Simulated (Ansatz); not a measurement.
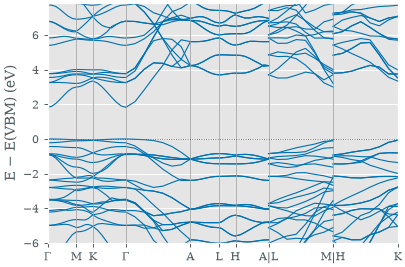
Figure. Band structure from plane-wave PAW PBE (Ansatz code)

**Question.** Read off the gap and where the band edges lie.

**Answer.** About 1.8 eV (1.82 eV by a search for the band edges); maximum at Γ, minimum at Γ.

**Question.** Pick the material that matches.
A) Ge3N4, P6_3/m (Ge on 6h, N on 2c, N on 6h)
B) ZnO, P6_3mc (Pearson symbol hP12)
C) GaSe, P6_3/mmc (Ga on 4f, Se on 4f)
D) MgTe, wurtzite

**Answer.** A, Ge3N4, P6_3/m (Ge on 6h, N on 2c, N on 6h)

Symmetry was held in the PBE relaxation. Spin–orbit coupling is left out wherever it is not named.

Potentials: the later of the program's two PAW sets.
